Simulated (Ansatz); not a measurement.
Convergence test for TcS2 (P6_3/mmc, 6 atoms in the cell)

```yaml
crystal:
  lattice:
    - [3.17039, 0.00000, 0.00000]
    - [-1.58520, 2.74564, 0.00000]
    - [0.00000, 0.00000, 12.33153]
  atoms:
    - { symbol: Tc, position: [0.33333, 0.66667, 0.25000] }
    - { symbol: Tc, position: [0.66667, 0.33333, 0.75000] }
    - { symbol: S, position: [0.33333, 0.66667, 0.62750] }
    - { symbol: S, position: [0.66667, 0.33333, 0.12750] }
    - { symbol: S, position: [0.66667, 0.33333, 0.37250] }
    - { symbol: S, position: [0.33333, 0.66667, 0.87250] }
```

Method: PBEsol, default PAW files made with PBE (plane waves; Ansatz, an electronic-structure program).

The starting cell was generated: these elements placed on a structure prototype, without a prior relaxation; it need not be a known phase or ordering of this composition. Its lattice was rescaled by a random factor within 2.5 % of one. Spin polarisation is off. Ansatz's pressure includes its estimate of the finite-basis (Pulay) stress.

Held fixed: kpoints.mp_grid.grid = 8 8 2; hamiltonian.xc = pbesol; hamiltonian.pseudopotentials = {kind: paw} (the program's default PAW files); scf.occupations.method = cold; scf.occupations.width = 0.272 eV.

ΔF is the free energy per atom less that of the last row (1000 eV).

The first pressure column holds Ansatz's estimate of the finite-basis (Pulay) stress, which hides part of the cutoff error; the other is without it.

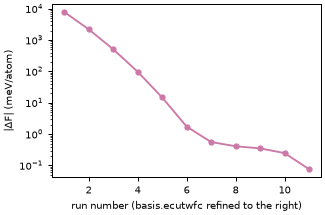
Size of the energy error against the last run of the series; values under 0.01 meV/atom are drawn at 0.01.

| basis.ecutwfc | ΔF (meV/atom) | pressure (GPa) | largest force (eV/Å) | pressure at a fixed set of plane waves (GPa) | plane waves |
|---|---|---|---|---|---|
| 200 eV | 7931.1 | -7.08 | 0.499 | -236.51 | 701 |
| 250 eV | 2202.9 | -1.10 | 0.092 | -90.41 | 937 |
| 300 eV | 511.3 | 0.02 | 0.021 | -28.82 | 1277 |
| 350 eV | 97.9 | -1.06 | 0.127 | -8.15 | 1597 |
| 400 eV | 14.8 | -0.93 | 0.124 | -2.39 | 1925 |
| 450 eV | 1.74 | -0.91 | 0.120 | -1.10 | 2347 |
| 500 eV | 0.56 | -0.91 | 0.120 | -0.92 | 2751 |
| 575 eV | 0.41 | -0.91 | 0.121 | -0.92 | 3373 |
| 650 eV | 0.35 | -0.91 | 0.121 | -0.91 | 4083 |
| 750 eV | 0.25 | -0.91 | 0.121 | -0.92 | 4981 |
| 875 eV | 0.08 | -0.91 | 0.121 | -0.92 | 6341 |
| 1000 eV | 0.00 | -0.91 | 0.121 | -0.92 | 7701 |

Largest force within 0.01 eV/Å of the last row: from basis.ecutwfc = 350 eV on; the one before it is off by 0.100 eV/Å. The value it settles on is 0.121 eV/Å at this level of theory and with the other settings as held.

Keys are those of Ansatz 0.2.
